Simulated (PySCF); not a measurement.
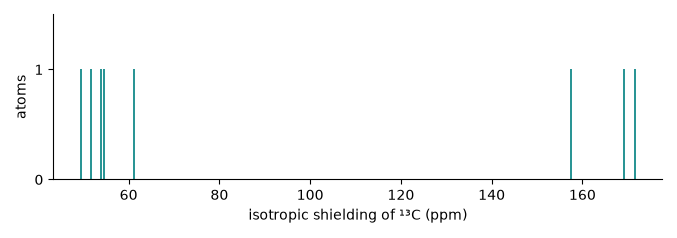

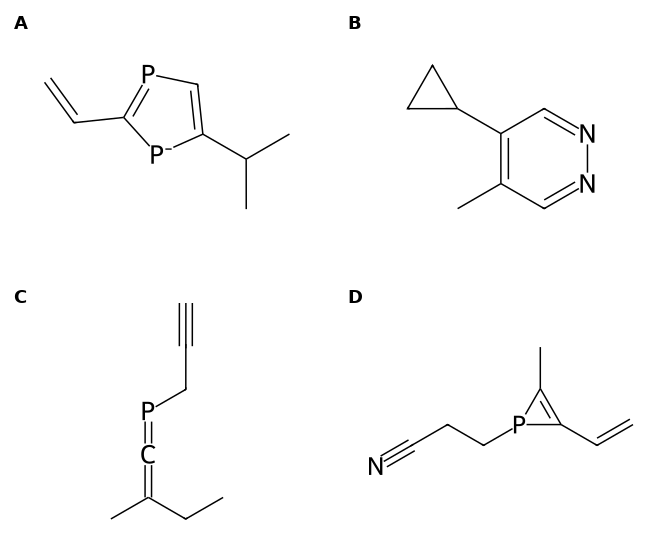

The sticks are computed shieldings of one of the molecules, for one fixed geometry (GFN2-xTB) without averaging over rotations. Low shielding means a high chemical shift. Method: GIAO PBE0/pcSseg-1 NMR shielding, non-relativistic, gas phase (PySCF 2.14.0).

> Which molecule gives this pattern?

D, `C=CC1=C(C)P1CCC#N`. Its 8 C atoms give lines at 49.5, 51.7, 53.9, 54.6, 61.3, 157.5, 169.1, 171.5 ppm.

The geometry is semi-empirical. Around P such bond lengths and angles can be off by a tenth of an ångström or more and by several degrees, and values that hang on the shape move with them.
